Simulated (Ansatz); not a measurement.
# linear Sn chain under tension and compression, part 2 of 3

Aim: how do moment and conductance of the linear Sn chain follow its length?

Ansatz 0.2.0; DFT PBE, plane waves, PAW; relaxation of a chain's period (the session's first sound run).

So far. Step 2 (Relaxing the period): The cell's length comes to 2.787 Å with no moment.

## Step 3: At a set period, period over the relaxed period 0.88, k-mesh 1×1×33

This step: DFT PBE, plane waves, PAW; channels and complex bands of a perfect chain (Ansatz 0.2.0).

The period is set to 0.88 times the relaxed one: shorter bonds widen the bands.

The cell differs from the one that the last finished run ended in (c 2.787 → 2.453 Å).

input.yaml

```yaml
crystal:
  lattice:
    - [7.5, 0.0, 0.0]
    - [0.0, 7.5, 0.0]
    - [0.0, 0.0, 2.4529512042]
  atoms:
    - { symbol: Sn, position: [0.5, 0.5, 0.0], spin: 0.5 }
magnetization:
  spin_polarized: true
kpoints:
  mp_grid: { grid: [1, 1, 33] }
scf:
  occupations: { method: fermi_dirac, width: 0.05 }
hamiltonian:
  xc: pbe
output:
  transmission:
    e_range: [-2, 2]
    de: 0.035
    kmesh: [1, 1]
    reduced_basis: true
    leads: [[0, 0]]
  stress: true
```

On the command line:

```console
ansatz run input.yaml --threads 4 --pin off --max-ram 8192MiB --backend cpu --events-out ev --progress --plain --runs-dir out
```

Numbers of over 12 decimals in the logs are rounded to 6 here.

Output:

```text
[...]
Crystal: 1 atoms, lattice volume = 137.979 Å³
Basis set: ecut = 420 eV, 2665 PW (Γ)
Bands: 12, of which v1, the nominal top of the filled ones, is band 7 counted from 1 (6 counted from 0)
Symmetry: 16 space group operations
[...]
k-points: 17 of 33
[...]
Starting moments: Σ|m| = 0.5 μB on 1 of 1 site
[...]
SCF iter  14: F=-6022.472443 eV  HF=-6022.472443 eV  |F-HF|=6.37e-12  |Δ(HF+E_count)|=  8.27e-10  Δρ=8.24e-8 (↑8.24e-8 ↓5.06e-8)  dr2=1.42e-11  dr2_m=4.60e-12  M=0.000 μB ∫|m|=0.000 μB  ethr=1.00e-12  ⟨swp⟩=4.0  Hψ=1330  notcnv=0
SCF 1 converged in 14 iterations: F = -6022.472443 eV  dr2 = 1.42e-11
[...]
transmission: 8 of 48 steps passed
transmission: 12 of 48 steps passed
[...]
transmission: 48 of 48 steps passed
SCF converged after 14 iterations
Magnetization: 0.0000 μB (7.0000 up, 7.0000 down)
Absolute magnetization: 0.0000 μB (∫|ρ↑−ρ↓|, with the PAW one-centre terms)
[...]
Per-site moments (μB) at R_I (Å): [(1.26835410640614e-6, 1.011842)]
Free energy (F): -6022.472443 eV
[...]
Internal energy: -6022.461781 eV  (E = F + TS)
E sigma→0 (E₀):  -6022.467112 eV
Entropy (-TS):   -0.010662 eV (-10.662 meV/atom)
Fermi energy:    -1.509500 eV
[...]
--- Stress (GPa, compression-positive) ---
        0.256812       0.000000       0.000000
        0.000000       0.256812       0.000000
        0.000000       0.000000       7.536761
  P = ⅓ Tr σ = 2.6835 GPa (26.835 kbar)
--- Band table (eV; the first three rows and the last of 34) ---
  k-point 0 ↑: bands = [... 3 lower, -22.6355, -22.6355, -10.7283, -2.8935, -2.8935, 1.5145, 2.8427, 4.1401, ... 1 higher]
  k-point 1 ↑: bands = [... 3 lower, -22.6430, -22.6430, -10.7067, -2.8649, -2.8649, 1.5365, 2.8651, 4.1618, ... 1 higher]
  k-point 2 ↑: bands = [... 3 lower, -22.6650, -22.6650, -10.6418, -2.7795, -2.7795, 1.6025, 2.9322, 4.2269, ... 1 higher]
  k-point 16 ↓: bands = [... 3 lower, -22.8291, -22.3001, -4.7824, -3.0573, 2.7141, 2.7141, 5.8297, 5.8297, ... 1 higher]
--- Transmission ---
  basis      : 497 plane waves across, 4 finite elements along
  points     : 1, standing for a mesh of 1 x 1
  filling    : by the input's occupations and mesh, since the crystals that have channels conduct as metals do. If one of these is a semiconductor, that mesh has misplaced its level
  energies   : 115 from -2.000000 to 1.990000 eV about the Fermi level, 0.035000 eV apart; the leads are filled to 0.000000 eV, and channels, transmission and decay are at -0.005000 eV
  crystal 0  : Sn1, at the sites [0, 0], period 2.4530 Å: whole cells are its period
    offset         : up to 0.0000 Å between an atom of the period and one for which it stands
    filled         : 15.5 meV over the level at which it is neutral
    channels       : 3.000000e0 up, 3.000000e0 down
    conductance    : 4.1323e14 S/m² at 300 K; may be off by some 0.0 % by where its bands' edges are placed, 0.0 % from the distance to neutral
```

It took 27 s on 4 threads of Arm Neoverse V1, shared host; peak memory 0.5 GiB; 94 s of CPU time.

This step gave:

```yaml
energy_at_zero_smearing: -6022.4671 eV
channels_at_the_energy_nearest_the_fermi_level_spin_up: 3
channels_at_the_energy_nearest_the_fermi_level_spin_down: 3
conductance_of_the_lead_as_this_run_defines_it: 3.000 G₀
band_gap: 0 eV
```

The open channels of the lead by energy, zero at the Fermi level:

```tsv
energy (eV)	spin up	spin down
-2.000	0	0
-1.510	1	1
-0.985	3	3
-0.495	3	3
-0.005	3	3
0.485	3	3
1.010	3	3
1.500	3	3
```

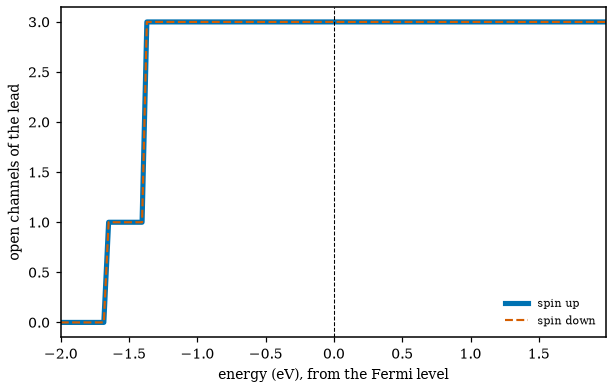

Open channels of the lead, plotted against energy.

At the computed energy nearest the Fermi level there are 3 spin-up and 3 spin-down channels, and the thermal average gives 3.00 G₀.

## Step 4: At a set period, period over the relaxed period 0.92, k-mesh 1×1×32

The period is set to 0.92 times the relaxed one: shorter bonds widen the bands.

The cell differs from the one that the last finished run ended in (c 2.453 → 2.564 Å).

input.yaml: that of step 3 with these lines changed.

```diff
@@ -4,3 +4,3 @@
     - [0.0, 7.5, 0.0]
-    - [0.0, 0.0, 2.4529512042]
+    - [0.0, 0.0, 2.5644489863]
   atoms:
@@ -10,3 +10,3 @@
 kpoints:
-  mp_grid: { grid: [1, 1, 33] }
+  mp_grid: { grid: [1, 1, 32] }
 scf:
```

Output:

```text
[...]
Crystal: 1 atoms, lattice volume = 144.250 Å³
Basis set: ecut = 420 eV, 2849 PW (Γ)
Bands: 12, of which v1, the nominal top of the filled ones, is band 7 counted from 1 (6 counted from 0)
Symmetry: 16 space group operations
[...]
k-points: 17 of 32
[...]
Starting moments: Σ|m| = 0.5 μB on 1 of 1 site
[...]
--- Transmission ---
  basis      : 497 plane waves across, 4 finite elements along
  points     : 1, standing for a mesh of 1 x 1
[...]
crystal 0  : Sn1, at the sites [0, 0], period 2.5644 Å: whole cells are its period
[...]
filled         : 52.5 meV over the level at which it is neutral
    channels       : 3.000000e0 up, 3.000000e0 down
[...]
[key lines of the parts left out:]
SCF converged after 14 iterations
Magnetization: 0.0000 μB (7.0000 up, 7.0000 down)
Free energy (F): -6022.707682 eV
Fermi energy:    -1.572867 eV
P = ⅓ Tr σ = 1.4778 GPa (14.778 kbar)
```

Run time: 27 s. Hardware: 4 threads; peak memory 0.51 GiB.

At the computed energy nearest the Fermi level there are 3 spin-up and 3 spin-down channels, and the thermal average gives 3.00 G₀.

## Step 5: At a set period, period over the relaxed period 0.96, k-mesh 1×1×30

The period is set to 0.96 times the relaxed one: shorter bonds widen the bands.

The cell differs from the one that the last finished run ended in (c 2.564 → 2.676 Å).

input.yaml: that of step 4 with these lines changed.

```diff
@@ -4,3 +4,3 @@
     - [0.0, 7.5, 0.0]
-    - [0.0, 0.0, 2.5644489863]
+    - [0.0, 0.0, 2.6759467683]
   atoms:
@@ -10,3 +10,3 @@
 kpoints:
-  mp_grid: { grid: [1, 1, 32] }
+  mp_grid: { grid: [1, 1, 30] }
 scf:
```

Output:

```text
[...]
Crystal: 1 atoms, lattice volume = 150.522 Å³
Basis set: ecut = 420 eV, 3009 PW (Γ)
Bands: 12, of which v1, the nominal top of the filled ones, is band 7 counted from 1 (6 counted from 0)
Symmetry: 16 space group operations
[...]
k-points: 16 of 30
[...]
Starting moments: Σ|m| = 0.5 μB on 1 of 1 site
[...]
--- Transmission ---
  basis      : 497 plane waves across, 4 finite elements along
  points     : 1, standing for a mesh of 1 x 1
[...]
crystal 0  : Sn1, at the sites [0, 0], period 2.6759 Å: whole cells are its period
[...]
filled         : 20.6 meV under the level at which it is neutral
    channels       : 3.000000e0 up, 3.000000e0 down
[...]
[key lines of the parts left out:]
SCF converged after 14 iterations
Magnetization: 0.0000 μB (7.0000 up, 7.0000 down)
Free energy (F): -6022.815204 eV
Fermi energy:    -1.679251 eV
P = ⅓ Tr σ = 0.8087 GPa (8.087 kbar)
```

It took 22 s on 4 threads; peak memory 0.49 GiB; 80 s of CPU time.

At the computed energy nearest the Fermi level there are 3 spin-up and 3 spin-down channels, and the thermal average gives 3.00 G₀.

## Step 6: The chain at a fixed length, period over the relaxed period 1, k-mesh 1×1×29

The period is set to 1.0 times the relaxed one, as the point of reference.

input.yaml: that of step 5 with these lines changed.

```diff
@@ -4,3 +4,3 @@
     - [0.0, 7.5, 0.0]
-    - [0.0, 0.0, 2.6759467683]
+    - [0.0, 0.0, 2.7874445503]
   atoms:
@@ -10,3 +10,3 @@
 kpoints:
-  mp_grid: { grid: [1, 1, 30] }
+  mp_grid: { grid: [1, 1, 29] }
 scf:
```

Output:

```text
[...]
Crystal: 1 atoms, lattice volume = 156.794 Å³
Basis set: ecut = 420 eV, 3129 PW (Γ)
Bands: 12, of which v1, the nominal top of the filled ones, is band 7 counted from 1 (6 counted from 0)
Symmetry: 16 space group operations
[...]
k-points: 15 of 29
[...]
Starting moments: Σ|m| = 0.5 μB on 1 of 1 site
[...]
--- Transmission ---
  basis      : 497 plane waves across, 4 finite elements along
  points     : 1, standing for a mesh of 1 x 1
[...]
crystal 0  : Sn1, at the sites [0, 0], period 2.7874 Å: whole cells are its period
[...]
filled         : 9.5 meV over the level at which it is neutral
    channels       : 3.000000e0 up, 3.000000e0 down
[...]
[key lines of the parts left out:]
SCF converged after 14 iterations
Magnetization: -0.0000 μB (7.0000 up, 7.0000 down)
Free energy (F): -6022.831583 eV
Fermi energy:    -1.732830 eV
P = ⅓ Tr σ = 0.0385 GPa (0.385 kbar)
```

The job ended after 21 s (4 threads; peak memory 0.46 GiB; 72 s of CPU time).

At the computed energy nearest the Fermi level there are 3 spin-up and 3 spin-down channels, and the thermal average gives 3.00 G₀.

## Step 7: At a set period, period over the relaxed period 1.04, k-mesh 1×1×28

The period is set to 1.04 times the relaxed one: longer bonds narrow the bands.

The cell differs from the one that the last finished run ended in (c 2.787 → 2.899 Å).

input.yaml: that of step 6 with these lines changed.

```diff
@@ -4,3 +4,3 @@
     - [0.0, 7.5, 0.0]
-    - [0.0, 0.0, 2.7874445503]
+    - [0.0, 0.0, 2.8989423323]
   atoms:
@@ -10,3 +10,3 @@
 kpoints:
-  mp_grid: { grid: [1, 1, 29] }
+  mp_grid: { grid: [1, 1, 28] }
 scf:
```

Output:

```text
[...]
Crystal: 1 atoms, lattice volume = 163.066 Å³
Basis set: ecut = 420 eV, 3185 PW (Γ)
Bands: 12, of which v1, the nominal top of the filled ones, is band 7 counted from 1 (6 counted from 0)
Symmetry: 16 space group operations
[...]
k-points: 15 of 28
[...]
Starting moments: Σ|m| = 0.5 μB on 1 of 1 site
[...]
--- Transmission ---
  basis      : 497 plane waves across, 4 finite elements along
  points     : 1, standing for a mesh of 1 x 1
[...]
crystal 0  : Sn1, at the sites [0, 0], period 2.8989 Å: whole cells are its period
[...]
filled         : 17.9 meV over the level at which it is neutral
    channels       : 3.000000e0 up, 3.000000e0 down
[...]
[key lines of the parts left out:]
SCF converged after 14 iterations
Magnetization: -0.0000 μB (7.0000 up, 7.0000 down)
Free energy (F): -6022.798047 eV
Fermi energy:    -1.784002 eV
P = ⅓ Tr σ = -0.4672 GPa (-4.672 kbar)
```

Run time: 14 s. Hardware: 4 threads; peak memory 0.41 GiB; 50 s of CPU time.

At the computed energy nearest the Fermi level there are 3 spin-up and 3 spin-down channels, and the thermal average gives 3.00 G₀. The change of length costs 0.033 eV a cell and leaves no moment.

## Step 8: At a set period, period over the relaxed period 1.08, k-mesh 1×1×27

The period is set to 1.08 times the relaxed one: longer bonds narrow the bands.

The cell differs from the one that the last finished run ended in (c 2.899 → 3.010 Å).

input.yaml: that of step 7 with these lines changed.

```diff
@@ -4,3 +4,3 @@
     - [0.0, 7.5, 0.0]
-    - [0.0, 0.0, 2.8989423323]
+    - [0.0, 0.0, 3.0104401143]
   atoms:
@@ -10,3 +10,3 @@
 kpoints:
-  mp_grid: { grid: [1, 1, 28] }
+  mp_grid: { grid: [1, 1, 27] }
 scf:
```

Output:

```text
[...]
Crystal: 1 atoms, lattice volume = 169.337 Å³
Basis set: ecut = 420 eV, 3315 PW (Γ)
Bands: 12, of which v1, the nominal top of the filled ones, is band 7 counted from 1 (6 counted from 0)
Symmetry: 16 space group operations
[...]
k-points: 14 of 27
[...]
Starting moments: Σ|m| = 0.5 μB on 1 of 1 site
[...]
--- Transmission ---
  basis      : 497 plane waves across, 4 finite elements along
  points     : 1, standing for a mesh of 1 x 1
[...]
crystal 0  : Sn1, at the sites [0, 0], period 3.0104 Å: whole cells are its period
[...]
filled         : 3.8 meV under the level at which it is neutral
    channels       : 3.000000e0 up, 3.000000e0 down
[...]
[key lines of the parts left out:]
SCF converged after 14 iterations
Magnetization: -0.0000 μB (7.0000 up, 7.0000 down)
Free energy (F): -6022.720703 eV
Fermi energy:    -1.795971 eV
P = ⅓ Tr σ = -0.6140 GPa (-6.140 kbar)
```

It took 15 s on 4 threads; peak memory 0.42 GiB; 54 s of CPU time.

At the computed energy nearest the Fermi level there are 3 spin-up and 3 spin-down channels, and the thermal average gives 3.00 G₀. The change of length costs 0.111 eV a cell and leaves no moment.

## Step 9: The chain at a fixed length, period over the relaxed period 1.13, k-mesh 1×1×26

The period is set to 1.13 times the relaxed one: longer bonds narrow the bands.

The cell differs from the one that the last finished run ended in (c 3.010 → 3.150 Å).

input.yaml: that of step 8 with these lines changed.

```diff
@@ -4,3 +4,3 @@
     - [0.0, 7.5, 0.0]
-    - [0.0, 0.0, 3.0104401143]
+    - [0.0, 0.0, 3.1498123418]
   atoms:
@@ -10,3 +10,3 @@
 kpoints:
-  mp_grid: { grid: [1, 1, 27] }
+  mp_grid: { grid: [1, 1, 26] }
 scf:
```

Output:

```text
[...]
Crystal: 1 atoms, lattice volume = 177.177 Å³
Basis set: ecut = 420 eV, 3499 PW (Γ)
Bands: 12, of which v1, the nominal top of the filled ones, is band 7 counted from 1 (6 counted from 0)
Symmetry: 16 space group operations
[...]
k-points: 14 of 26
[...]
Starting moments: Σ|m| = 0.5 μB on 1 of 1 site
[...]
--- Transmission ---
  basis      : 497 plane waves across, 4 finite elements along
  points     : 1, standing for a mesh of 1 x 1
[...]
crystal 0  : Sn1, at the sites [0, 0], period 3.1498 Å: whole cells are its period
[...]
filled         : 8.8 meV under the level at which it is neutral
    channels       : 3.000000e0 up, 3.000000e0 down
[...]
[key lines of the parts left out:]
SCF converged after 15 iterations
Magnetization: -0.0000 μB (7.0000 up, 7.0000 down)
Free energy (F): -6022.578700 eV
Fermi energy:    -1.828430 eV
P = ⅓ Tr σ = -0.8154 GPa (-8.154 kbar)
```

It took 15 s on 4 threads; peak memory 0.41 GiB.

At the computed energy nearest the Fermi level there are 3 spin-up and 3 spin-down channels, and the thermal average gives 3.00 G₀. The change of length costs 0.256 eV a cell and leaves no moment.

(Part 2 of 3 ends here.)

[Logs are printed without paths, hosts, clocks, repeated set-up lines and the standing remarks that a program may print on its own settings, such as how far it seeks lower states.]

[Hosts, paths, dates, database ids (printed as entryN), source tags and the programs' standing remarks are cut or masked in the printed files.]
